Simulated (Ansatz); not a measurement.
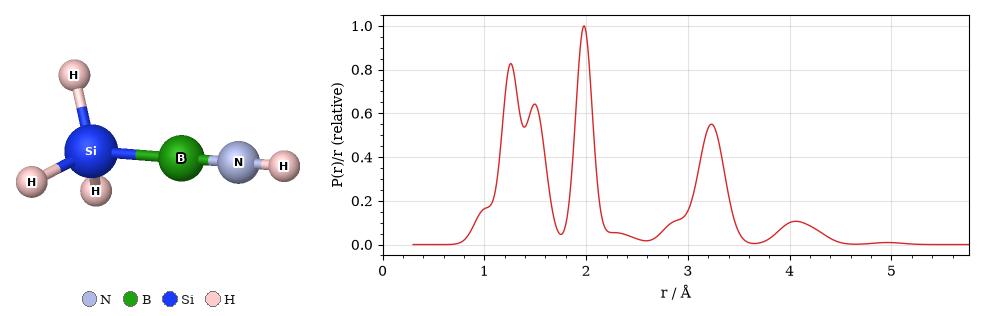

Simulated gas electron diffraction: radial distribution curve of BH4NSi. Each pair of atoms contributes with weight ZᵢZⱼ/r; damping constant 0.002 Å²; vibrational amplitudes assumed, not computed: 0.05 Å for bonds, 0.078 Å for bonds to H, 0.06 + 0.015 r up to 0.15 Å for other pairs. The geometry is the end point of an optimisation (Ansatz 0.2.0, UKS PBE-D4/6-31G*); it may be a saddle point or a higher isomer.

Assign the first 5 clear peaks of the radial distribution curve (– bonded, ··· not bonded).

Answer. Peak 1, 1.26 Å: N–B 1.25 Å; in its flanks N–H 1.00 Å
Peak 2, 1.49 Å: Si–H 1.50 Å (×3)
Peak 3, 1.98 Å: Si–B 1.98 Å
Peak 4, 3.23 Å: Si···N 3.23 Å; in its flanks B···H 2.87 Å
Peak 5, 4.06 Å: N···H 4.01 Å (×3), Si···H 4.24 Å, not resolved
